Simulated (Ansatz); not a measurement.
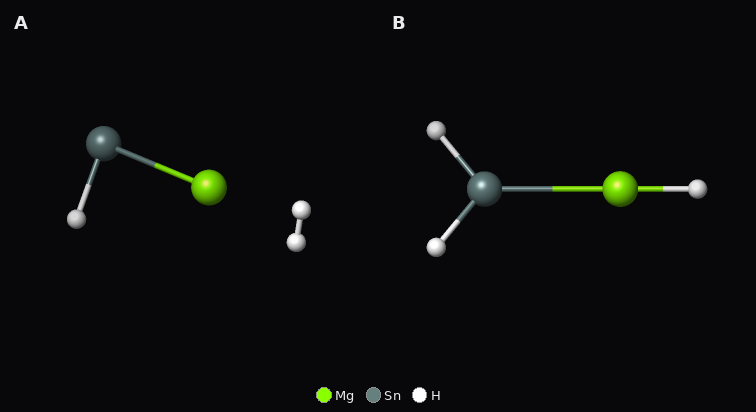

2 stationary structures of one formula. Charge +1, singlet. Geometries: PBE0-D4/def2-TZVP. Electronic energies: RHF-CCSD(T) (frozen core)/def2-TZVPP (Ansatz 0.2.0), without zero-point energy. No frequency run is at hand to confirm each as a minimum.

### Which is lowest in energy, and by how much?

A is lowest; B lies 25.6 kJ/mol above it.

Give E(B) − E(A) in kJ/mol at these levels too: r2SCAN-D4/def2-TZVPP; B3LYP-D4/def2-TZVPP; PBE0-D4/def2-TZVPP; RHF-CCSD(T) (frozen core)/def2-TZVPP; PBE0-D4/def2-TZVP; PBE-D4/def2-TZVPP; ωB97M-V/def2-TZVPP.

| level | E(B) − E(A) (kJ/mol) |
| --- | --- |
| r2SCAN-D4/def2-TZVPP | +24.5 |
| B3LYP-D4/def2-TZVPP | +48.2 |
| PBE0-D4/def2-TZVPP | +33.8 |
| RHF-CCSD(T) (frozen core)/def2-TZVPP | +25.6 |
| PBE0-D4/def2-TZVP | +32.8 |
| PBE-D4/def2-TZVPP | +49.9 |
| ωB97M-V/def2-TZVPP | +23.9 |
